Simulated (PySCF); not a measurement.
# CN$_{2}$OS, SMILES `N#N.O=C=S`: electronic structure

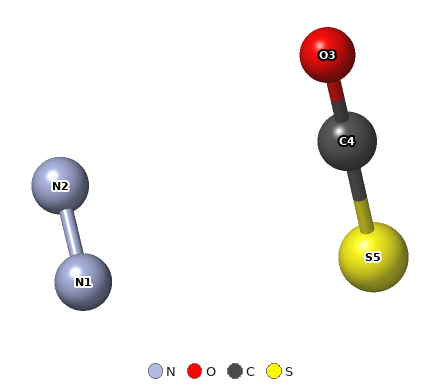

The molecule, with its atoms numbered as below.

Geometry (Å), atoms numbered from 1:

```
N1      -2.3262   -0.7146    0.3715
N2      -2.3130    0.0549   -0.4125
O3       0.3653    1.6567    0.1011
C4       0.8647    0.6177    0.0331
S5       1.5228   -0.7713   -0.0450
```

Part 1: Bonding charge

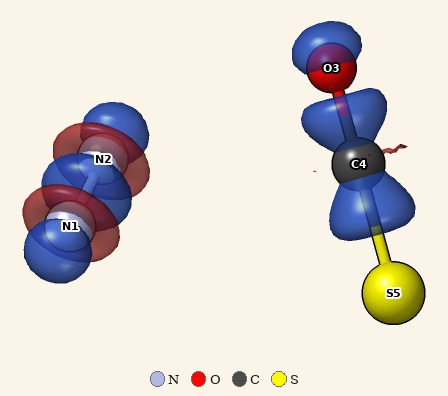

Deformation density (molecule less spherical, spin-averaged free atoms at the same positions), surfaces at ±0.15 e/Å³; blue: gain, red: loss.

PySCF calculation, BP86/def2-SVP, gas phase; geometry: an unrelaxed start of a pair search.

Q: How much density has each bond gained at its critical point, relative to the free atoms?

A: N1–N2: +1.12 e/Å³ at the bond critical point (bond length 1.10 Å, Mayer order 2.8). O3–C4: +0.66 e/Å³ at the bond critical point (bond length 1.16 Å, Mayer order 2.2). C4–S5: −0.01 e/Å³ at the bond critical point (bond length 1.54 Å, Mayer order 1.9); up to 0.6 Å beside the axis the gain reaches +0.54 e/Å³. In all, 1.1 electrons gather in the regions of gain relative to the promolecule. A small or negative value marks a very polar bond, one between electron-rich atoms, whose free-atom densities already overlap strongly, a long bond to a heavier atom, or a closed-shell contact such as a hydrogen bond.

Part 2: Bond critical points

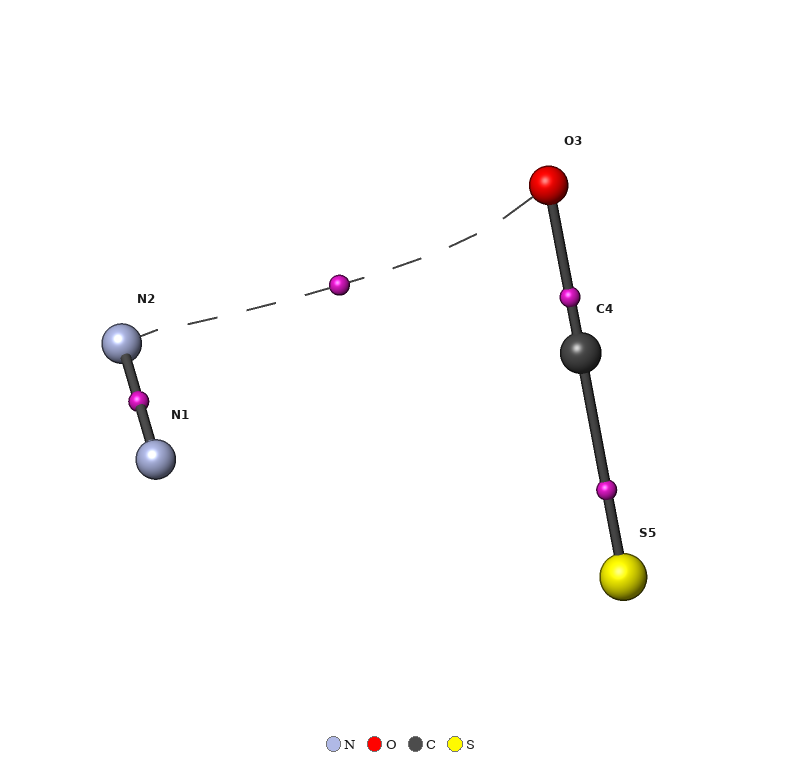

Molecular graph of the electron density (QTAIM): bond paths, bond critical points (magenta), ring points (cyan, if any); weak paths are dashed.

Q: How many critical points of each kind are there, and does the count close?

A: 5 nuclei, 4 bond, 0 ring and 0 cage critical points: 5 − 4 + 0 − 0 = 1, as the Poincaré–Hopf relation requires.

Q: What does the calculation give at each kind of bond critical point?

A:
```tsv
bond	length (Å)	ρ (a.u.)	∇²ρ (a.u.)	ε	H (a.u.)
N1–N2	1.099	0.670	−2.10	0.00	−1.098
O3–C4	1.155	0.450	+1.02	0.00	−0.786
C4–S5	1.539	0.236	+0.83	0.00	−0.251
N2–O3	3.163	0.005	+0.02	0.69	+0.001
```

Q: What kind of interaction is N1–N2?

A: Shared-shell (covalent): ρ = 0.670, ∇²ρ = −2.10, H = −1.098 a.u.

Q: Are there bond paths between atoms that aren't covalently bonded?

A: Yes: N2–O3 (3.16 Å, ρ = 0.005).

Part 3: Electrostatic potential

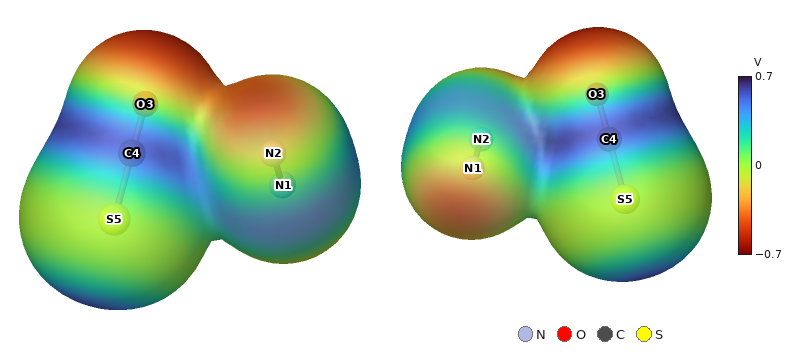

Electrostatic potential on the surface of electron density 0.001 a.u. (back view left, front view right).

Q: Where are the extremes of the potential on the surface?

A: Highest: 0.62 V, off the O3–C4 bond (1.8 to 2.0 Å from its atoms). Further maxima include 0.42 V, off the N1–N2 bond (1.9 Å from its atoms). Lowest: −0.57 V, 1.7 Å from O3. Further minima include −0.48 V, 1.8 Å from N2; −0.43 V, 1.8 Å from N1. The surface is sampled at points, so like sites can differ by a few per cent and only the strongest of them is named.

Q: What volume does the surface enclose, and what is the dipole moment?

A: About 99 Å³; the dipole moment is 0.6 D.

The PySCF run shown took 5.9 s on 1 thread of Intel(R) Xeon(R) Platinum 8559C (Emerald Rapids), on a shared host.
